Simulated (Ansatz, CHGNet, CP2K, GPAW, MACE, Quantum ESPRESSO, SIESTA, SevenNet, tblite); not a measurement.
## SIESTA on H16C6Br2N2O (Pca2_1) (108 atoms): settings against a plane-wave reference

Aim: run H16C6Br2N2O (Pca2_1) (108 atoms) in SIESTA and see how near its forces come to a plane-wave reference, and at what cost.

Program: SIESTA 5.4.2. Level of theory: the method is named at each step. Results are calculated unless marked as measured.

### Step 1. Starting point

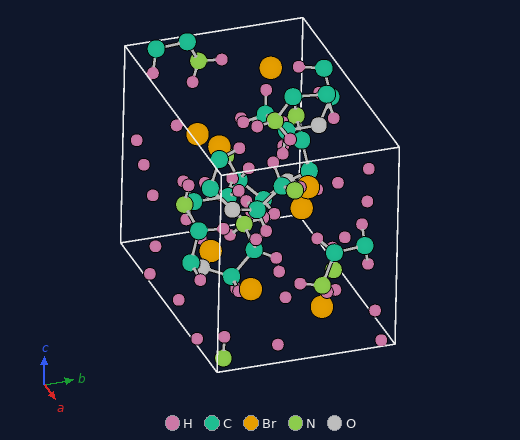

The starting structure, seen slightly off an axis (hydrogen pink, carbon teal, bromine orange, nitrogen green, oxygen light grey). Bonds to atoms that aren't drawn are left out. Some periodic images of atoms are drawn too.

The cell holds 108 atoms: 64 H, 24 C, 8 Br, 8 N and 4 O. Its edges and angles: a = 12.383 Å, b = 8.319 Å, c = 9.881 Å, α = 90.0°, β = 90.0°, γ = 90.0°. It derives from H16C6Br2N2O (Pca2_1), repeated 1×1×1. H16C6Br2N2O, space group Pca2_1, structure from the Crystallography Open Database, 1 x 1 x 1 conventional cells; every coordinate displaced by a Gaussian of 0.02 Å; bonds to H set to neutron lengths (C-H 1.089, N-H 1.015, O-H 0.983, B-H 1.19 Å) where the listed ones are shorter. Then every atom was moved at random, 0.03 Å r.m.s. a Cartesian component (hydrogen 0.6 of that).

The yardstick, on the same geometry:

| Quantity | Value |
| --- | --- |
| method | Kohn-Sham DFT, PBE, PAW, plane waves (Ansatz 0.2.0); cutoff 420 eV, Γ point, fermi-dirac smearing of 0.05 eV; PAW set soft_2 |
| r.m.s. force component | 1.288 eV/Å |
| longest force | 6.811 eV/Å |
| pressure | 3.153 GPa |
| gap (highest filled to lowest empty level) | 4.743 eV |
| SCF cycles | 9 |
| time | 9.1 s on 8 threads of Arm Neoverse V1, shared host |
| CPU time | 43 s |

### Step 2. PBE, DZP, shift 0.01 Ry, mesh 500 Ry

Method: Kohn-Sham DFT, PBE, PseudoDojo 0.4.1 norm-conserving pseudopotentials (converted to PSML), numerical atomic orbitals (DZP), diagonalisation.

The .psml files are PseudoDojo norm-conserving potentials that we converted to this format, checked against plane waves on the same files for H, C, O, Si, Ge and Ca alone.

File input.fdf:

```
SystemLabel cell
NumberOfAtoms 108
NumberOfSpecies 5
%block ChemicalSpeciesLabel
  1 1 H
  2 6 C
  3 35 Br
  4 7 N
  5 8 O
%endblock ChemicalSpeciesLabel
LatticeConstant 1.0 Ang
%block LatticeVectors
  12.38280 0.00000 0.00000
  0.00000 8.31850 0.00000
  0.00000 0.00000 9.88060
%endblock LatticeVectors
PAO.BasisSize DZP
PAO.EnergyShift 0.01 Ry
XC.Functional GGA
XC.Authors PBE
MeshCutoff 500 Ry
%block kgrid_Monkhorst_Pack
  1 0 0 0.0
  0 1 0 0.0
  0 0 1 0.0
%endblock kgrid_Monkhorst_Pack
SolutionMethod diagon
OccupationFunction FD
ElectronicTemperature 580 K
SCF.Mixer.Method Pulay
SCF.Mixer.Weight 0.15
SCF.Mixer.History 8
SCF.Mix Hamiltonian
MaxSCFIterations 300
SCF.DM.Tolerance 1e-04
SCF.H.Tolerance 1.0e-3 eV
WriteForces T
Write.HirshfeldPop T
Write.VoronoiPop T
Write.DM F
Write.H F
XML.Write F
AtomicCoordinatesFormat Fractional
%block AtomicCoordinatesAndAtomicSpecies
  0.22144 0.73899 0.18703 1
  0.78389 0.26462 0.68975 1
  0.72101 0.27013 0.18947 1
  0.28038 0.74043 0.69151 1
  0.09438 0.68148 0.11614 1
  0.90695 0.31090 0.61186 1
  0.59719 0.32264 0.11389 1
  0.39824 0.68031 0.61695 1
  0.14217 0.47754 0.26698 1
  0.85918 0.52314 0.77226 1
  0.64130 0.52078 0.27058 1
  0.35785 0.47601 0.77884 1
  0.16843 0.61902 0.40021 1
  0.83327 0.38376 0.90126 1
  0.66903 0.38865 0.40215 1
  0.32837 0.61781 0.90409 1
  0.95374 0.63572 0.28635 1
  0.04033 0.36311 0.79073 1
  0.45749 0.35939 0.28947 1
  0.54561 0.63747 0.79206 1
  0.97787 0.46986 0.36870 1
  0.02021 0.53667 0.86699 1
  0.47907 0.53366 0.36664 1
  0.51747 0.46590 0.86392 1
  0.03775 0.64230 0.56548 1
  0.96154 0.36132 0.06412 1
  0.53817 0.35862 0.56671 1
  0.46057 0.63953 0.06537 1
  0.90386 0.60243 0.53029 1
  0.10069 0.39497 0.03144 1
  0.39823 0.39763 0.53178 1
  0.59740 0.60214 0.03002 1
  0.93524 0.87376 0.38346 1
  0.06674 0.12385 0.88759 1
  0.43264 0.12539 0.38536 1
  0.56682 0.86870 0.88118 1
  0.87927 0.86672 0.54852 1
  0.12219 0.12861 0.04413 1
  0.37988 0.13332 0.54291 1
  0.62296 0.86842 0.04612 1
  0.01853 0.06751 0.52324 1
  0.98208 0.93207 0.01831 1
  0.52103 0.92634 0.51443 1
  0.48434 0.06371 0.01980 1
  0.04711 0.93392 0.63770 1
  0.95088 0.06458 0.13897 1
  0.54723 0.06922 0.64138 1
  0.45367 0.94194 0.13930 1
  0.17651 0.80650 0.49282 1
  0.82015 0.19870 0.99140 1
  0.67831 0.19816 0.48930 1
  0.32066 0.80255 0.98983 1
  0.20625 0.00586 0.53136 1
  0.79224 0.99969 0.03420 1
  0.70883 0.98943 0.53421 1
  0.29339 0.00490 0.03476 1
[... 48 atom lines left out ...]
  0.08906 0.88476 0.24403 5
  0.90446 0.11957 0.74550 5
  0.58944 0.13178 0.24378 5
  0.40498 0.87620 0.73810 5
%endblock AtomicCoordinatesAndAtomicSpecies
```

Started as:

```
$ OMP_NUM_THREADS=1 mpirun -np 2 siesta < input.fdf > output.txt
```

Output:

```text
Version         : 5.4.2
reinit: System Name:
reinit: System Label: cell
initatom: Reading input for the pseudopotentials and atomic orbitals ----------
Species number:   1 Atomic number:    1 Label: H
Species number:   2 Atomic number:    6 Label: C
Species number:   3 Atomic number:   35 Label: Br
Species number:   4 Atomic number:    7 Label: N
Species number:   5 Atomic number:    8 Label: O
Ground state valence configuration (from tables):   1s01  2p00  3d00  4f00
Ground state valence configuration (from tables):   2s02  2p02  3d00  4f00
Ground state valence configuration (from tables):   4s02  4p05  4d00  4f00
Ground state valence configuration (from tables):   2s02  2p03  3d00  4f00
Ground state valence configuration (from tables):   2s02  2p04  3d00  4f00
---- Processing specs for species: H
GGA--PBE XC_GGA_X_PBE--XC_GGA_C_PBE pb
---- Processing specs for species: C
GGA--PBE XC_GGA_X_PBE--XC_GGA_C_PBE pb
---- Processing specs for species: Br
GGA--PBE XC_GGA_X_PBE--XC_GGA_C_PBE pb
---- Processing specs for species: N
GGA--PBE XC_GGA_X_PBE--XC_GGA_C_PBE pb
---- Processing specs for species: O
GGA--PBE XC_GGA_X_PBE--XC_GGA_C_PBE pb
H pseudopotential only contains V_ls up to l=1 -- lmxkb reset.
C pseudopotential only contains V_ls up to l=1 -- lmxkb reset.
Br pseudopotential only contains V_ls up to l=2 -- lmxkb reset.
N pseudopotential only contains V_ls up to l=1 -- lmxkb reset.
O pseudopotential only contains V_ls up to l=2 -- lmxkb reset.
Using PAO.SplitTailNorm
%block ChemicalSpeciesLabel
    1    1 H                       # Species index, atomic number, species label
    2    6 C                       # Species index, atomic number, species label
    3   35 Br                      # Species index, atomic number, species label
    4    7 N                       # Species index, atomic number, species label
    5    8 O                       # Species index, atomic number, species label
%endblock ChemicalSpeciesLabel
[... lines left out ...]
Total number of electrons:   280.000000
[... lines left out ...]
outcell: Cell angles (23,13,12) (deg):     90.0000     90.0000     90.0000
outcell: Cell volume (Ang**3)        :   1017.7643
Gamma-point calculation with multiply-connected orbital pairs
Gamma-point calculation with multiply-connected orbital pairs
Folding of H and S implicitly performed
Folding of H and S implicitly performed
new_DM -- step:     1
Initializing Density Matrix...
Attempting to read DM from file... Failed...
DM filled with atomic data:
InitMesh: MESH = 180 x 120 x 144 = 3110400
InitMesh: Mesh cutoff (required, used) =   500.000   575.141 Ry
stepf: Fermi-Dirac step function
        iscf     Eharris(eV)        E_KS(eV)     FreeEng(eV)     dDmax    Ef(eV) dHmax(eV)
   scf:    1   -12477.253462   -12424.508028   -12424.508028  1.914262 -4.092992  3.480990
   scf:    2   -12430.557375   -12427.667310   -12427.667310  0.052690 -3.908810  2.430752
   scf:    3   -12432.984450   -12431.067084   -12431.067084  0.135342 -3.550723  0.709885
[...]
scf:   10   -12431.296667   -12431.296664   -12431.296664  0.000108 -3.454382  0.001132
   scf:   11   -12431.296665   -12431.296665   -12431.296665  0.000072 -3.454453  0.000380
SCF Convergence by DM+H criterion
max |DM_out - DM_in|         :     0.0000719638
max |H_out - H_in|      (eV) :     0.0003796801
SCF cycle converged after 11 iterations
Using DM_out to compute the final energy and forces
siesta: E_KS(eV) =           -12431.2967
siesta: E_KS - E_eggbox =    -12431.2967
siesta: Atomic forces (eV/Ang):
     1    0.434884   -0.105050   -0.151934
     2   -1.068954    0.509805   -0.465044
     3    2.146759   -0.241132   -0.272891
[...]
107   -0.086143   -2.680046    0.507655
   108    2.110667   -0.103835   -0.128377
----------------------------------------
   Tot    0.001070   -0.000135    0.000803
----------------------------------------
   Max    6.710484
   Res    1.466382    sqrt( Sum f_i^2 / 3N )
----------------------------------------
   Max    6.710484    constrained
Stress tensor Voigt[x,y,z,yz,xz,xy] (kbar):      -44.48      -50.97      -50.57       -0.23        1.94       -8.45
(Free)E + p*V (eV/cell)   -12400.3768
Target enthalpy (eV/cell)   -12431.2967
siesta: Program's energy decomposition (eV):
siesta: Ebs     =     -3745.775541
siesta: Eions   =     20564.868607
siesta: Ena     =      5541.233467
siesta: Ekin    =      7406.336295
siesta: Enl     =      -325.527431
siesta: DEna    =      -236.872164
siesta: DUscf   =        27.358576
siesta: Ex      =     -3939.919457
siesta: Ec      =      -339.037343
siesta: Exc     =     -4278.956800
siesta: Eharris =    -12431.296665
siesta: Etot    =    -12431.296665
siesta: FreeEng =    -12431.296665
siesta: Final energy (eV):
siesta:  Band Struct. =   -3745.775541
siesta:       Kinetic =    7406.336295
siesta:       Hartree =    5638.566339
siesta:         Exch. =   -3939.919457
siesta:         Corr. =    -339.037343
siesta:   Exch.-corr. =   -4278.956800
siesta:  Ion-electron =  -18040.731089
siesta:       Ion-ion =   -3156.511410
siesta:         Total =  -12431.296665
siesta:         Fermi =      -3.454453
siesta: Stress tensor (static) (eV/Ang**3):
siesta:    -0.027764   -0.005277    0.001213
siesta:    -0.005277   -0.031814   -0.000142
siesta:     0.001213   -0.000142   -0.031564
siesta: Cell volume =       1017.764263 Ang**3
siesta: Pressure (static):
siesta:                Solid            Molecule  Units
siesta:           0.00033088          0.00077737  Ry/Bohr**3
siesta:           0.03038022          0.07137488  eV/Ang**3
siesta:          48.67448343        114.35517132  kBar
    Orbital volume contribution        =          31.273968 eV
    (Free)E + p_basis*V_orbitals       =      -12400.022697 eV
    (Free)Eharris+ p_basis*V_orbitals  =      -12400.022697 eV
Hirshfeld Atomic Populations:
Atom #   charge [q] valence [e]  Species
     1     0.014425    0.985575  H
     2     0.008830    0.991170  H
     3     0.008480    0.991520  H
[...]
65     0.018537    3.981463  C
    66     0.017402    3.982598  C
    67     0.006920    3.993080  C
[...]
89    -0.222669    7.222669  Br
    90    -0.241715    7.241715  Br
    91    -0.241207    7.241207  Br
[...]
97     0.054613    4.945387  N
    98     0.052961    4.947039  N
    99     0.054311    4.945689  N
[...]
105    -0.076518    6.076518  O
   106    -0.083145    6.083145  O
   107    -0.068979    6.068979  O
[...]
--------------------
 Total     0.000004
Voronoi Atomic Populations:
Atom #   charge [q] valence [e]  Species
[...]
63    -0.020067    1.020067  H
    64    -0.042515    1.042515  H
[...]
87     0.066270    3.933730  C
    88     0.061206    3.938794  C
[...]
95    -0.319605    7.319605  Br
    96    -0.341563    7.341563  Br
[...]
103     0.055529    4.944471  N
   104     0.062184    4.937816  N
[...]
107    -0.091043    6.091043  O
   108    -0.114175    6.114175  O
--------------------
 Total     0.000004
```

Run time: 2 min. Hardware: 2 MPI ranks of Arm Neoverse V1, shared host; peak memory 1.8 GiB; 3.9 min of CPU time.

Banners, paths, timers and routine set-up lines are dropped from the logs unmarked, and long logs keep their key lines alone; longer cuts are marked.

Numbers from this run, and their distance from the reference:

```
r.m.s. force component                           : 1.466 eV/Å
r.m.s. difference of force components            : 366.5 meV/Å
longest difference of force vectors              : 1005 meV/Å
force difference over r.m.s. force               : 28.45 %
slope of forces against the reference's          : 1.107
correlation of force components                  : 0.9729
gap (highest filled to lowest empty level) : 4.748 eV
gap difference                                   : 0.0057 eV
pressure                                         : 4.867 GPa
pressure difference                              : 1.714 GPa
```

This run lies far from the reference in forces at the same functional.

Length of the force difference by element (eV/Å):

```tsv
element	atoms	mean	most
Br	8	0.042	0.072
C	24	0.59	0.82
H	64	0.69	1.0
N	8	0.53	0.77
O	4	0.38	0.44
```

Levels nearest the highest filled one (eV from it): -0.51, -0.43, -0.38, -0.32, -0.28, -0.23, -0.23, -0.19, -0.14, -0.10, -0.09, 0.00, 4.75, 5.23, 5.35, 5.43, 5.56, 5.57, 5.62, 5.69, 5.73, 5.82, 5.93, 6.05.

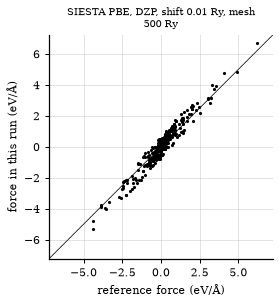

Force components against those of the reference; the line marks equality.

Local excerpt of 10 atoms (numbers count through the whole input) about H3, picked at random; x, y, z are measured from there.

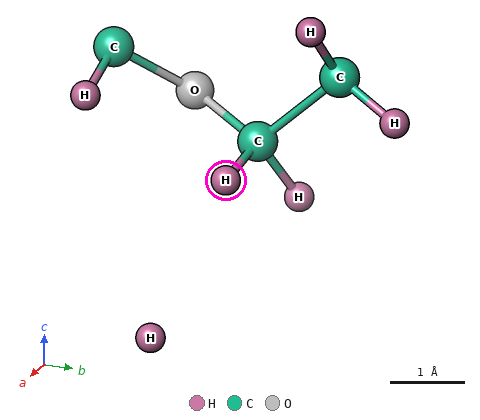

The atoms of the table, within 2.5 Å (arrows a, b, c point along x, y, z); some may hide others; the central atom is ringed.

```tsv
atom	x	y	z	distance (Å)	bonds	Hirshfeld charge (e)	Fx	Fy	Fz (eV/Å)
H3	0.00	0.00	0.00	0.00	1	0.01	2.15	-0.24	-0.27
C67	-1.04	0.03	0.19	1.06	4	0.01	-2.01	3.16	-0.54
H7	-1.53	0.44	-0.75	1.76	1	-0.01	0.03	-0.66	0.01
O107	-1.63	-1.15	0.54	2.07	2	-0.07	-0.09	-2.68	0.51
C71	-1.28	1.15	1.22	2.11	4	0.01	-0.64	-1.55	1.22
H63	0.32	-1.95	1.06	2.24	1	0.01	-0.65	0.30	0.05
H50	1.23	-0.59	-1.96	2.39	1	0.02	0.06	-0.33	-0.34
H15	-0.64	0.99	2.10	2.41	1	0.01	0.42	0.26	0.59
H11	-0.99	2.09	0.80	2.44	1	0.02	0.29	1.69	-0.59
C87	-0.78	-1.99	1.36	2.54	4	0.02	0.84	1.47	0.84
```

Forces lie 28 % from the reference's, at 5.5 times its CPU time (on 2 against 8 cores).

### Step 3. PBE, SZ, shift 0.02 Ry, mesh 500 Ry

Method: Kohn-Sham DFT, PBE, PseudoDojo 0.4.1 norm-conserving pseudopotentials (converted to PSML), numerical atomic orbitals (SZ), diagonalisation.

Changes to input.fdf since step 2:

```diff
@@ -16,4 +16,4 @@
 %endblock LatticeVectors
-PAO.BasisSize DZP
-PAO.EnergyShift 0.01 Ry
+PAO.BasisSize SZ
+PAO.EnergyShift 0.02 Ry
 XC.Functional GGA
```

Started as:

```
$ OMP_NUM_THREADS=1 siesta < input.fdf > output.txt
```

Output:

```text
Version         : 5.4.2
reinit: System Name:
reinit: System Label: cell
initatom: Reading input for the pseudopotentials and atomic orbitals ----------
Species number:   1 Atomic number:    1 Label: H
Species number:   2 Atomic number:    6 Label: C
Species number:   3 Atomic number:   35 Label: Br
Species number:   4 Atomic number:    7 Label: N
Species number:   5 Atomic number:    8 Label: O
Ground state valence configuration (from tables):   1s01  2p00  3d00  4f00
Ground state valence configuration (from tables):   2s02  2p02  3d00  4f00
Ground state valence configuration (from tables):   4s02  4p05  4d00  4f00
Ground state valence configuration (from tables):   2s02  2p03  3d00  4f00
Ground state valence configuration (from tables):   2s02  2p04  3d00  4f00
[... lines left out ...]
stepf: Fermi-Dirac step function
        iscf     Eharris(eV)        E_KS(eV)     FreeEng(eV)     dDmax    Ef(eV) dHmax(eV)
[... lines left out ...]
SCF Convergence by DM+H criterion
[... lines left out ...]
SCF cycle converged after 12 iterations
[... lines left out ...]
   Max   10.899390
[... lines left out ...]
   Max   10.899390    constrained
Stress tensor Voigt[x,y,z,yz,xz,xy] (kbar):     -169.71     -187.96     -176.04       -3.61        4.54      -12.30
[... lines left out ...]
siesta: FreeEng =    -12313.569738
[... lines left out ...]
siesta:         Fermi =      -0.810664
siesta: Stress tensor (static) (eV/Ang**3):
siesta:    -0.105928   -0.007680    0.002834
siesta:    -0.007680   -0.117316   -0.002251
siesta:     0.002834   -0.002251   -0.109876
siesta: Cell volume =       1017.764263 Ang**3
siesta: Pressure (static):
siesta:                Solid            Molecule  Units
siesta:           0.00120938          0.00281938  Ry/Bohr**3
siesta:           0.11103974          0.25886325  eV/Ang**3
siesta:         177.90528434        414.74464728  kBar
    Orbital volume contribution        =          10.761959 eV
    (Free)E + p_basis*V_orbitals       =      -12302.807779 eV
    (Free)Eharris+ p_basis*V_orbitals  =      -12302.807779 eV
Hirshfeld Atomic Populations:
Atom #   charge [q] valence [e]  Species
     1     0.021386    0.978614  H
     2     0.014486    0.985514  H
     3     0.013874    0.986126  H
[...]
65     0.041102    3.958898  C
    66     0.046893    3.953107  C
    67     0.038727    3.961273  C
[...]
89    -0.350295    7.350295  Br
    90    -0.396360    7.396360  Br
    91    -0.395562    7.395562  Br
[...]
97     0.077085    4.922915  N
    98     0.078689    4.921311  N
    99     0.077815    4.922185  N
[...]
105    -0.120281    6.120281  O
   106    -0.144794    6.144794  O
   107    -0.116504    6.116504  O
[...]
--------------------
 Total    -0.000009
Voronoi Atomic Populations:
Atom #   charge [q] valence [e]  Species
[...]
63    -0.018512    1.018512  H
    64    -0.043885    1.043885  H
[...]
87     0.110293    3.889707  C
    88     0.108805    3.891195  C
[...]
95    -0.491747    7.491747  Br
    96    -0.539463    7.539463  Br
[...]
103     0.075015    4.924985  N
   104     0.075249    4.924751  N
[...]
107    -0.136912    6.136912  O
   108    -0.153460    6.153460  O
--------------------
 Total    -0.000009
```

The job ended after 66 s (1 thread; peak memory 0.7 GiB).

Numbers from this run, and their distance from the reference:

* r.m.s. force component: 2.915 eV/Å
* r.m.s. difference of force components: 2200 meV/Å
* longest difference of force vectors: 6719 meV/Å
* force difference over r.m.s. force: 170.7 %
* slope of forces against the reference's: 1.602
* correlation of force components: 0.708
* gap (highest filled to lowest empty level): 2.684 eV
* gap difference: -2.059 eV
* pressure: 17.79 GPa
* pressure difference: 14.64 GPa

This is a coarse setting, run to see what it loses.

Against the first run (28 %), the force difference from the reference is 171 %, at 0.28 times the CPU time (on 1 against 2 cores).

### Step 4. PBE, SZ, shift 0.01 Ry, mesh 500 Ry

Method: Kohn-Sham DFT, PBE, PseudoDojo 0.4.1 norm-conserving pseudopotentials (converted to PSML), numerical atomic orbitals (SZ), diagonalisation.

Changes to input.fdf since step 3:

```diff
@@ -17,3 +17,3 @@
 PAO.BasisSize SZ
-PAO.EnergyShift 0.02 Ry
+PAO.EnergyShift 0.01 Ry
 XC.Functional GGA
```

Output:

```text
Version         : 5.4.2
reinit: System Name:
reinit: System Label: cell
initatom: Reading input for the pseudopotentials and atomic orbitals ----------
Species number:   1 Atomic number:    1 Label: H
Species number:   2 Atomic number:    6 Label: C
Species number:   3 Atomic number:   35 Label: Br
Species number:   4 Atomic number:    7 Label: N
Species number:   5 Atomic number:    8 Label: O
Ground state valence configuration (from tables):   1s01  2p00  3d00  4f00
Ground state valence configuration (from tables):   2s02  2p02  3d00  4f00
[... lines left out ...]
SCF Convergence by DM+H criterion
[... lines left out ...]
SCF cycle converged after 12 iterations
[... lines left out ...]
   Max   10.898314
[... lines left out ...]
   Max   10.898314    constrained
Stress tensor Voigt[x,y,z,yz,xz,xy] (kbar):     -189.97     -207.39     -192.57       -3.65        4.65      -12.37
[... lines left out ...]
siesta: FreeEng =    -12318.303586
[... lines left out ...]
siesta:         Fermi =      -1.851324
[... lines left out ...]
siesta:         196.64574599        437.82962187  kBar
[... lines left out ...]
    (Free)E + p_basis*V_orbitals       =      -12303.605713 eV
    (Free)Eharris+ p_basis*V_orbitals  =      -12303.605713 eV
Hirshfeld Atomic Populations:
Atom #   charge [q] valence [e]  Species
     1     0.027429    0.972571  H
     2     0.020637    0.979363  H
     3     0.019116    0.980884  H
[...]
65     0.033433    3.966567  C
    66     0.039717    3.960283  C
    67     0.030790    3.969210  C
[...]
89    -0.353499    7.353499  Br
    90    -0.396955    7.396955  Br
    91    -0.395772    7.395772  Br
[...]
97     0.052130    4.947870  N
    98     0.053090    4.946910  N
    99     0.052904    4.947096  N
[...]
105    -0.129687    6.129687  O
   106    -0.153277    6.153277  O
   107    -0.126161    6.126161  O
[...]
--------------------
 Total    -0.000005
Voronoi Atomic Populations:
Atom #   charge [q] valence [e]  Species
[...]
63    -0.002458    1.002458  H
    64    -0.026755    1.026755  H
[...]
87     0.086499    3.913501  C
    88     0.085462    3.914538  C
[...]
95    -0.494415    7.494415  Br
    96    -0.538716    7.538716  Br
[...]
103     0.028923    4.971077  N
   104     0.027961    4.972039  N
[...]
107    -0.144229    6.144229  O
   108    -0.160822    6.160822  O
--------------------
 Total    -0.000005
```

Wall time 77 s (1 thread); peak memory 0.78 GiB.

Compared with the plane-wave run:

```yaml
r_m_s_force_component: 2.973 eV/Å
r_m_s_difference_of_force_components: 2269 meV/Å
longest_difference_of_force_vectors: 6707 meV/Å
force_difference_over_r_m_s_force: 176.1 %
slope_of_forces_against_the_reference_s: 1.613
correlation_of_force_components: 0.6988
spacing_of_highest_filled_and_lowest_empty_level: 2.839 eV
gap_difference: -1.903 eV
pressure: 19.66 GPa
pressure_difference: 16.51 GPa
```

This is a coarse setting, run to see what it loses.

Against the first run (28 %), the force difference from the reference is 176 %, at 0.32 times the CPU time (on 1 against 2 cores), with 240 basis functions against 892: the smaller basis costs accuracy.

(Part 1 of 2 ends here.)

[Also dropped from logs without a mark: logging warnings of Python, and SIESTA's first energy breakdown and zero terms.]

[Logs are printed without paths, hosts, clocks, repeated set-up lines and the standing remarks that a program may print on its own settings, such as how far it seeks lower states.]

[Hosts, paths, dates, database ids (printed as entryN), source tags and the programs' standing remarks are cut or masked in the printed files.]
